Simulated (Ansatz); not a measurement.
# C3H5Si: the cost of one run

Method: UKS PBE-D4/def2-SVP, in Ansatz 0.2.0.

## (1) Starting point

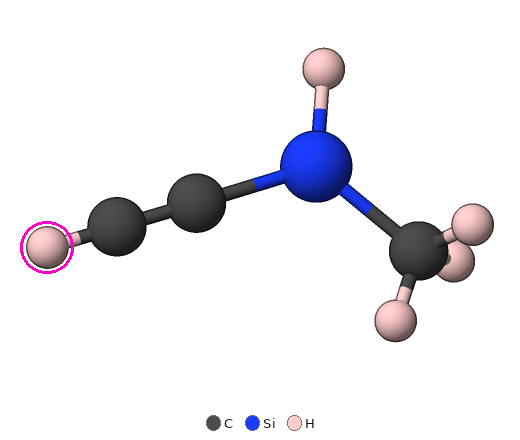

The starting structure, seen from a chosen angle (carbon dark grey, silicon blue, hydrogen pink). Ringed: H5.

Structure file:

```xyz
9

C     0.2097    1.6204   -2.1361
C     0.3740    1.0265   -1.0971
Si    0.6343    0.1392    0.4748
C    -0.5845   -1.1542    1.0559
H     0.0655    2.1383   -3.0454
H     1.8338    0.5247    1.1978
H    -1.3956   -1.2950    0.3356
H    -0.1008   -2.1227    1.2030
H    -1.0363   -0.8772    2.0115
```

## (2) End point A

Contents of input.yaml:

```yaml
crystal:
  periodic: [false, false, false]
  atoms:
    - { symbol: C, position_ang: [0.20971, 1.62044, -2.13605] }
    - { symbol: C, position_ang: [0.374, 1.02652, -1.09708] }
    - { symbol: Si, position_ang: [0.63427, 0.13922, 0.47479] }
    - { symbol: C, position_ang: [-0.58449, -1.15421, 1.05588] }
    - { symbol: H, position_ang: [0.06546, 2.13826, -3.04541] }
    - { symbol: H, position_ang: [1.83379, 0.52474, 1.19783] }
    - { symbol: H, position_ang: [-1.39559, -1.29502, 0.33559] }
    - { symbol: H, position_ang: [-0.10081, -2.12273, 1.20298] }
    - { symbol: H, position_ang: [-1.03634, -0.87722, 2.01146] }
total_charge: 1
magnetization:
  spin_polarized: true
basis:
  gaussian: { orbitals: def2-SVP }
hamiltonian:
  xc: pbe
  dispersion: d4
relax:
  f_tol: 0.02
  max_steps: 50
```

The run is started by

```console
ansatz run input.yaml --threads 2 --pin off --max-ram 3072MiB --backend cpu --events-out ev --progress --plain --runs-dir out
```

Q: Estimate wall time and peak memory on 2 threads of Intel Xeon 6975P-C (Granite Rapids), shared host.

About 5.8 s, with a peak of 0.16 GiB.
